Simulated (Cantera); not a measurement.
Charge: 1 mol Si2Cl6, 6.8 mol NH3, 0.78 mol N2, equilibrated at 75.0 Torr.

Method: chemical equilibrium by Gibbs-energy minimisation in Cantera with the NASA 1993 tables (ideal gas, pure condensed phases). Candidate condensed phases: NH4Cl, Si, Si3N4; 28 gas species. The feed counts by its element totals alone. The tables' values for SiCl3, SiCl are old estimates; treat these amounts as uncertain. Kinetics and transport are ignored.

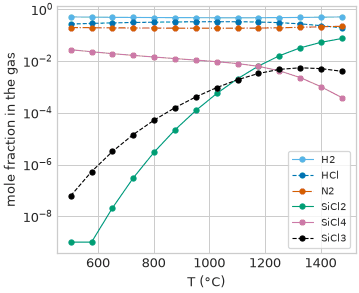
Fig. 1. Equilibrium gas composition (values under 1e-9 drawn at 1e-9)

From 502 °C to 1477 °C the condensed part is Si3N4(s). The main Si-bearing gas is SiCl4 at 502 °C and SiCl2 at 1477 °C. The share of Si in condensed phases is highest at 1027 °C (90.7 %) and lowest at 1477 °C (33.1 %).
